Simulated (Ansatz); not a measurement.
**C2H7NSeSi: two geometries relaxed**

Are the two ends of the inversion of the pyramid at N1 separate minima, and which lies lower? Each is relaxed from a guess. SMILES of the start: NC1C[SiH2][Se]1.

Program: Ansatz 0.2.0. Level of theory: RKS PBE-D4/def2-SVP. These are calculated values, not measurements.

## (1) The starting structure

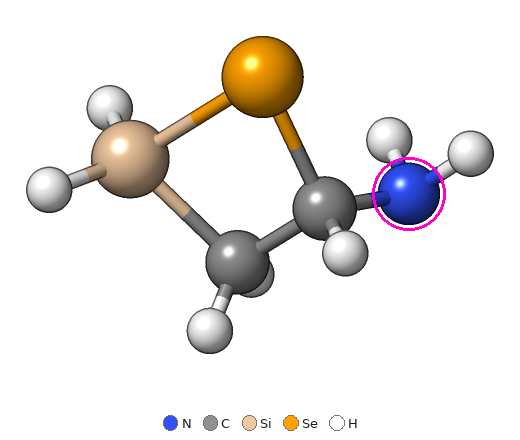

Start, viewed from a chosen angle; nitrogen blue, carbon grey, silicon light orange, selenium orange, hydrogen white. Ringed: N1.

As a file:

```xyz
12

N    -1.8837   -0.0363    0.0563
C    -0.6523    0.2425   -0.6123
C     0.3375   -0.8561   -0.2839
Si    1.7270    0.2092    0.5454
Se    0.2193    1.8657    0.0715
H    -2.5733    0.8077   -0.2192
H    -1.7697    0.0654    1.0842
H    -0.7488    0.3432   -1.7183
H     0.7832   -1.3155   -1.1446
H    -0.0265   -1.6140    0.4612
H     1.7519   -0.0650    2.0124
H     2.9123    0.2979   -0.2187
```

## (2) Relaxing end A

The input, input.yaml:

```yaml
crystal:
  periodic: [false, false, false]
  atoms:
    - { symbol: "N", position_ang: [-1.8837, -0.0363, 0.0563] }
    - { symbol: C, position_ang: [-0.6523, 0.2425, -0.6123] }
    - { symbol: C, position_ang: [0.3375, -0.8561, -0.2839] }
    - { symbol: Si, position_ang: [1.727, 0.2092, 0.5454] }
    - { symbol: Se, position_ang: [0.2193, 1.8657, 0.0715] }
    - { symbol: H, position_ang: [-2.5733, 0.8077, -0.2192] }
    - { symbol: H, position_ang: [-1.7697, 0.0654, 1.0842] }
    - { symbol: H, position_ang: [-0.7488, 0.3432, -1.7183] }
    - { symbol: H, position_ang: [0.7832, -1.3155, -1.1446] }
    - { symbol: H, position_ang: [-0.0265, -1.614, 0.4612] }
    - { symbol: H, position_ang: [1.7519, -0.065, 2.0124] }
    - { symbol: H, position_ang: [2.9123, 0.2979, -0.2187] }
basis:
  gaussian: { orbitals: def2-SVP }
hamiltonian:
  xc: pbe
  dispersion: d4
relax:
  f_tol: 0.015
  max_steps: 40
```

Started as:

```bash
$ ansatz run input.yaml --threads 2 --pin off --max-ram 3072MiB --backend cpu --events-out ev --progress --plain --runs-dir out
```

Log (excerpt; [...] marks lines left out):

```text
Warning: RAYON_NUM_THREADS=2 ignored (pool sized by the plan → 2); use --threads N
[...]
Functional definition: PBE
[...]
1436 factors; their error is unknown
[...]
mean field -76873.18769916 eV, -2825.0375414262 hartree, gradient 2.1e-5 eV, S^2 0.000000; 0 other end points of the search recorded, 0 dependent functions left out
[...]
reference -76873.18773454 eV, -2825.0375427264 hartree; 37, 37 occupied and 90, 90 virtual orbitals, 1436 factors
relax step   1: F+E_penalty+E_count = -76873.52001070 eV  Δ(F+E_penalty+E_count) = +0.000e0 eV  max|allowed force component| = 2.668e0 eV/Å  Δτ_max = 0.0000 Å  (31 SCF iters, accepted)
[...]
relax step   5: F+E_penalty+E_count = -76874.21748495 eV  Δ(F+E_penalty+E_count) = -1.913e-2 eV  max|allowed force component| = 1.104e-1 eV/Å  Δτ_max = 0.0318 Å  (32 SCF iters, accepted)
[...]
relax step   9: F+E_penalty+E_count = -76874.22710246 eV  Δ(F+E_penalty+E_count) = -8.484e-4 eV  max|allowed force component| = 2.213e-1 eV/Å  Δτ_max = 0.0975 Å  (30 SCF iters, accepted)
[...]
relax step  13: F+E_penalty+E_count = -76874.25489380 eV  Δ(F+E_penalty+E_count) = -2.819e-3 eV  max|allowed force component| = 1.576e-2 eV/Å  Δτ_max = 0.0429 Å  (32 SCF iters, accepted)
[...]
relax step  16: F+E_penalty+E_count = -76874.25513557 eV  Δ(F+E_penalty+E_count) = -7.181e-6 eV  max|allowed force component| = 2.186e-2 eV/Å  Δτ_max = 0.0317 Å  (32 SCF iters, accepted)
[...]
relax step  17: F+E_penalty+E_count = -76874.25527718 eV  Δ(F+E_penalty+E_count) = -1.416e-4 eV  max|allowed force component| = 6.279e-3 eV/Å  Δτ_max = 0.0078 Å  (33 SCF iters, accepted)
1436 factors; their error is unknown
mean field -76873.93337465 eV, -2825.0649444948 hartree, gradient 2.0e-5 eV, S^2 0.000000; 1 other end points of the search recorded, 0 dependent functions left out
[...]
reference -76873.93341147 eV, -2825.0649458479 hartree; 37, 37 occupied and 90, 90 virtual orbitals, 1436 factors
Total energy: -76874.25531400 eV, -2825.0767755476 hartree
Atom 0 at    -2.000711    -0.013293    -0.256511 Å, force     0.000075     0.001785     0.003603 eV/Å
Atom 1 at    -0.647385     0.262880    -0.494527 Å, force     0.002077     0.002855    -0.000503 eV/Å
Atom 2 at     0.329917    -0.845622    -0.069776 Å, force    -0.000027    -0.000940     0.001108 eV/Å
Atom 3 at     1.785642     0.253406     0.488008 Å, force    -0.004315     0.006279    -0.000080 eV/Å
Atom 4 at     0.244194     1.931592     0.569456 Å, force    -0.003742     0.004296     0.002402 eV/Å
Atom 5 at    -2.645158     0.707037    -0.597313 Å, force     0.002532    -0.001483    -0.000810 eV/Å
Atom 6 at    -2.205504    -0.222535     0.727081 Å, force    -0.001024    -0.000610    -0.000928 eV/Å
Atom 7 at    -0.498855     0.575411    -1.544746 Å, force    -0.001802    -0.001445    -0.002856 eV/Å
Atom 8 at     0.475590    -1.617525    -0.854268 Å, force     0.001453    -0.001949    -0.002193 eV/Å
Atom 9 at    -0.070348    -1.358219     0.831091 Å, force    -0.000462    -0.001476     0.000317 eV/Å
Atom 10 at     2.441689    -0.143404     1.784307 Å, force     0.003572    -0.002244    -0.001816 eV/Å
Atom 11 at     2.867830     0.414973    -0.548800 Å, force     0.001665    -0.005068     0.001757 eV/Å
Dipole moment:    -0.361075    -0.308042    -0.094805 e Å
```

Run time: 20 s. Hardware: 2 threads of AMD EPYC 9R45 (Zen 5), shared host; peak memory 0.2 GiB.

Step by step:

```
step  energy from step 1 (eV)  largest force component (eV/Å)
   1                   0.0000                          2.6683
   2                  -0.5874                          1.1678
   3                  -0.6644                          0.6892
   4                  -0.6783                          0.8671
   5                  -0.6975                          0.1104
   6                  -0.7017                          0.0764
   7                  -0.7062                          0.1146
  8x                  -0.7059                          0.3623
   9                  -0.7071                          0.2213
  10                  -0.7240                          0.0646
  11                  -0.7273                          0.2151
  12                  -0.7321                          0.1204
  13                  -0.7349                          0.0158
 14x                  -0.7349                          0.0209
  15                  -0.7351                          0.0080
  16                  -0.7351                          0.0219
  17                  -0.7353                          0.0063
```

Step 1 is the start. 2 steps were tried and not accepted (marked x).

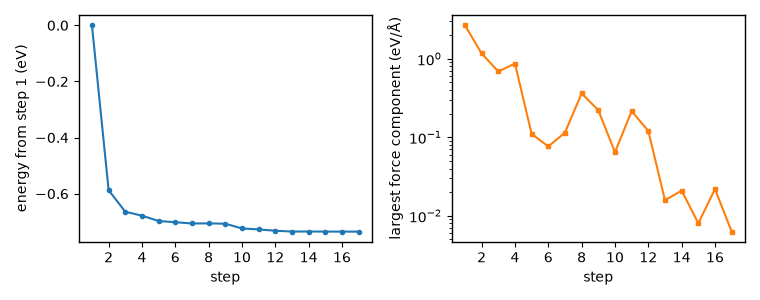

Energy and largest force along the relaxation.

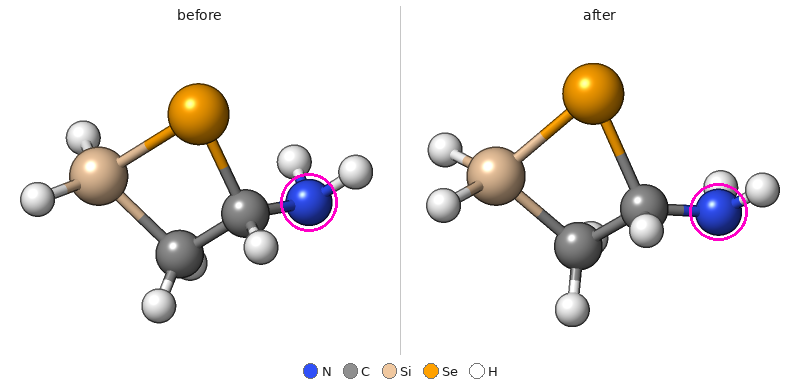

The structure before (left) and after (right), drawn at the same scale.

After: Bond lengths: N1–C2 1.402 Å, C2–C3 1.538 Å, C3–Si4 1.907 Å, C2–Se5 2.171 Å, Si4–Se5 2.280 Å, N1–H6 1.025 Å, N1–H7 1.026 Å, C2–H8 1.106 Å, C3–H9 1.110 Å, C3–H10 1.111 Å, Si4–H11 1.506 Å, Si4–H12 1.507 Å. Angles (14 of 22 angles, heavy atoms first): N1–C2–C3 115.1°, N1–C2–Se5 117.7°, C3–C2–Se5 99.1°, C2–C3–Si4 98.7°, C3–Si4–Se5 85.3°, C2–Se5–Si4 72.2°, N1–C2–H8 110.3°, C3–C2–H8 112.4°, Se5–C2–H8 101.1°, C2–N1–H6 114.3°, C2–N1–H7 113.3°, C2–C3–H9 112.9°, C2–C3–H10 109.1°, Si4–C3–H9 120.5°.

## (3) End point B

The second end starts from a geometry with the move made by hand.

Changes to input.yaml since step 2:

```diff
@@ -8,4 +8,4 @@
     - { symbol: Se, position_ang: [0.2193, 1.8657, 0.0715] }
-    - { symbol: H, position_ang: [-2.5733, 0.8077, -0.2192] }
-    - { symbol: H, position_ang: [-1.7697, 0.0654, 1.0842] }
+    - { symbol: H, position_ang: [-2.56915, -0.44666, -0.73461] }
+    - { symbol: H, position_ang: [-1.76674, -0.83067, 0.71601] }
     - { symbol: H, position_ang: [-0.7488, 0.3432, -1.7183] }
@@ -23 +23,3 @@
   max_steps: 40
+output:
+  orbitals: {}
```

Started as:

```bash
$ ansatz run input.yaml --threads 2 --pin off --max-ram 3072MiB --backend cpu --events-out ev --progress --plain --runs-dir out
```

Log (excerpt; [...] marks lines left out):

```text
Warning: RAYON_NUM_THREADS=2 ignored (pool sized by the plan → 2); use --threads N
[...]
[... 1 set-up line as earlier in the session ...]
[...]
1436 factors; their error is unknown
[...]
mean field -76872.90035385 eV, -2825.0269816807 hartree, gradient 2.5e-5 eV, S^2 0.000000; 0 other end points of the search recorded, 0 dependent functions left out
[...]
reference -76872.90038954 eV, -2825.0269829922 hartree; 37, 37 occupied and 90, 90 virtual orbitals, 1436 factors
relax step   1: F+E_penalty+E_count = -76873.23237862 eV  Δ(F+E_penalty+E_count) = +0.000e0 eV  max|allowed force component| = 3.179e0 eV/Å  Δτ_max = 0.0000 Å  (32 SCF iters, accepted)
[...]
relax step   7: F+E_penalty+E_count = -76874.03555548 eV  Δ(F+E_penalty+E_count) = -7.045e-3 eV  max|allowed force component| = 2.624e-1 eV/Å  Δτ_max = 0.0877 Å  (30 SCF iters, accepted)
[...]
relax step  13: F+E_penalty+E_count = -76874.05902420 eV  Δ(F+E_penalty+E_count) = -2.455e-3 eV  max|allowed force component| = 5.481e-2 eV/Å  Δτ_max = 0.0515 Å  (30 SCF iters, accepted)
[...]
relax step  19: F+E_penalty+E_count = -76874.06176800 eV  Δ(F+E_penalty+E_count) = -1.953e-4 eV  max|allowed force component| = 3.663e-2 eV/Å  Δτ_max = 0.0169 Å  (31 SCF iters, accepted)
[...]
relax step  25: F+E_penalty+E_count = -76874.07208618 eV  Δ(F+E_penalty+E_count) = -3.937e-3 eV  max|allowed force component| = 5.017e-1 eV/Å  Δτ_max = 0.0731 Å  (30 SCF iters, accepted)
relax step  26: F+E_penalty+E_count = -76874.08926941 eV  Δ(F+E_penalty+E_count) = -1.718e-2 eV  max|allowed force component| = 9.258e-1 eV/Å  Δτ_max = 0.1125 Å  (30 SCF iters, accepted)
```

## (4) More of the same log: end point B relaxed

The log, continued (excerpt; [...] marks lines left out):

```text
relax step  27: F+E_penalty+E_count = -76874.08186799 eV  Δ(F+E_penalty+E_count) = +7.401e-3 eV  max|allowed force component| = 1.941e0 eV/Å  Δτ_max = 0.1645 Å  (37 SCF iters, rejected (line search))
[...]
relax step  29: F+E_penalty+E_count = -76874.19241378 eV  Δ(F+E_penalty+E_count) = -5.253e-2 eV  max|allowed force component| = 5.033e-1 eV/Å  Δτ_max = 0.0821 Å  (31 SCF iters, accepted)
[...]
relax step  31: F+E_penalty+E_count = -76874.23880232 eV  Δ(F+E_penalty+E_count) = -1.839e-3 eV  max|allowed force component| = 2.665e-1 eV/Å  Δτ_max = 0.1686 Å  (30 SCF iters, accepted)
[...]
relax step  33: F+E_penalty+E_count = -76874.25500477 eV  Δ(F+E_penalty+E_count) = -1.620e-2 eV  max|allowed force component| = 6.102e-2 eV/Å  Δτ_max = 0.0420 Å  (31 SCF iters, accepted)
[...]
Atom 2 at     0.432426    -0.979623    -0.123011 Å, force     0.001110     0.000576     0.000388 eV/Å
Atom 3 at     1.712750     0.284227     0.510631 Å, force     0.002858     0.004546    -0.000199 eV/Å
Atom 4 at    -0.020974     1.765259     0.504226 Å, force    -0.001022    -0.002480    -0.001793 eV/Å
Atom 5 at    -2.673868     0.206979    -0.818576 Å, force     0.000162     0.000696     0.000269 eV/Å
Atom 6 at    -2.200066    -0.668689     0.531067 Å, force    -0.002031     0.000158    -0.000854 eV/Å
Atom 7 at    -0.478780     0.337514    -1.644909 Å, force     0.000463     0.000147    -0.000658 eV/Å
Atom 8 at     0.712792    -1.724743    -0.896831 Å, force     0.000946    -0.002117     0.000739 eV/Å
Atom 9 at     0.048353    -1.540317     0.755962 Å, force    -0.001478    -0.002799    -0.000575 eV/Å
Atom 10 at     2.341492    -0.036625     1.841160 Å, force    -0.000111    -0.001202    -0.000788 eV/Å
Atom 11 at     2.823577     0.576916    -0.465740 Å, force    -0.002828    -0.002113     0.001474 eV/Å
Dipole moment:    -0.317753    -0.349418    -0.114600 e Å
```

It took 40 s on 2 threads of AMD EPYC 9R45 (Zen 5), shared host; peak memory 0.2 GiB.

The steps of the relaxation, one in 2:

```
step  energy from step 1 (eV)  largest force component (eV/Å)
   1                   0.0000                          3.1787
   3                  -0.7375                          0.5974
   5                  -0.7859                          0.2616
   7                  -0.8032                          0.2624
   9                  -0.8150                          0.1830
  11                  -0.8242                          0.0651
  13                  -0.8266                          0.0548
 15x                  -0.8263                          0.2206
  17                  -0.8287                          0.0610
  19                  -0.8294                          0.0366
  21                  -0.8312                          0.0852
 23x                  -0.8263                          0.8555
  25                  -0.8397                          0.5017
 27x                  -0.8495                          1.9410
  29                  -0.9600                          0.5033
  31                  -1.0064                          0.2665
  33                  -1.0226                          0.0610
  35                  -1.0228                          0.0224
  36                  -1.0229                          0.0081
```

Step 1 is the start. 6 steps were tried and not accepted (marked x).

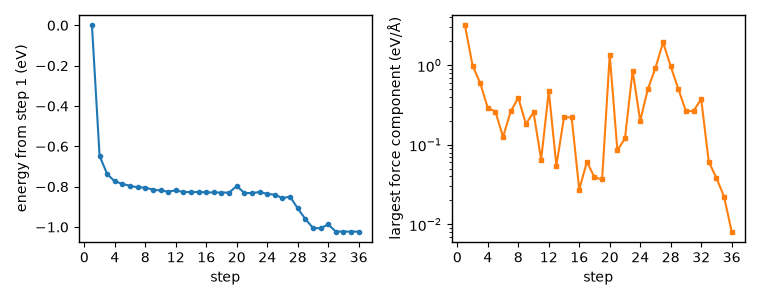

How energy and force went from step to step.

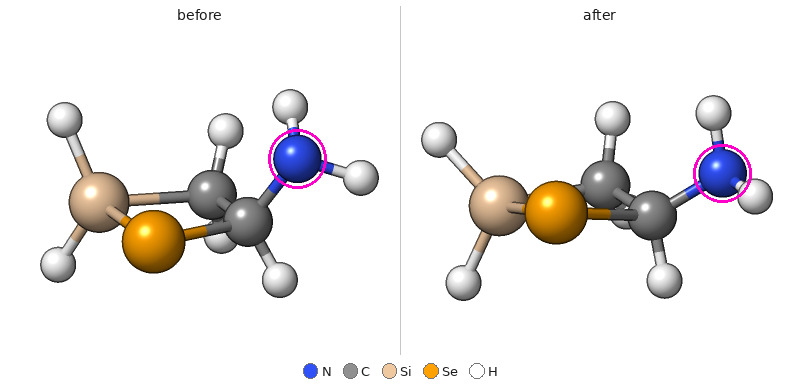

The structure before (left) and after (right), drawn at the same scale.

After: Bond lengths: N1–C2 1.401 Å, C2–C3 1.537 Å, C3–Si4 1.907 Å, C2–Se5 2.172 Å, Si4–Se5 2.280 Å, N1–H6 1.025 Å, N1–H7 1.026 Å, C2–H8 1.106 Å, C3–H9 1.110 Å, C3–H10 1.111 Å, Si4–H11 1.506 Å, Si4–H12 1.508 Å. Angles (14 of 22 angles, heavy atoms first): N1–C2–C3 115.2°, N1–C2–Se5 117.7°, C3–C2–Se5 99.1°, C2–C3–Si4 98.6°, C3–Si4–Se5 85.4°, C2–Se5–Si4 72.2°, N1–C2–H8 110.3°, C3–C2–H8 112.4°, Se5–C2–H8 101.1°, C2–N1–H6 114.4°, C2–N1–H7 113.3°, C2–C3–H9 112.9°, C2–C3–H10 109.1°, Si4–C3–H9 120.4°.

## (5) Outcome

```
                           quantity                     value
                              end A  14 moves, 0.735 eV lower
                              end B  29 moves, 1.023 eV lower
largest difference between the ends                    0.00 Å
            end B relative to end A                 -0.000 eV
```

In words: Both starts fell into the same minimum (no atom differs by more than 0.00 Å), so from this start no second minimum was found and no band was run; another arrangement could still be one.
